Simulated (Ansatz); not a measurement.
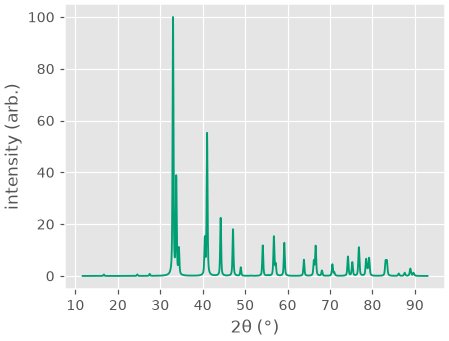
Simulated powder pattern, Cu Kα, λ = 1.54184 Å

The pattern belongs to a structure relaxed with the program Ansatz at the PBE level (PAW).

Q: Pick the material that matches.
(A) AlAg, Cmcm (Ag on 4c, Al on 4c)
(B) TaTe, Cmcm (Te on 4c, Ta on 4c)
(C) TePt, Cmcm (Te on 4c, Pt on 4c)
(D) TePd, Cmcm (Te on 4c, Pd on 4c)

A: D, TePd, Cmcm (Te on 4c, Pd on 4c)

The start of the workflow was typed in or built on a structure type; neither database checked (COD, Materials Project) lists it. COD files the formula under space group No. 194, so this cell is another polymorph or a model. Its standing as an ambient phase is unchecked. The PBE relaxation kept the symmetry of its start; whether a distortion lowers the energy is not shown. The run is not spin-polarised. Spin–orbit coupling is left out wherever it is not named.

Potentials: the earlier of the program's two PAW sets.
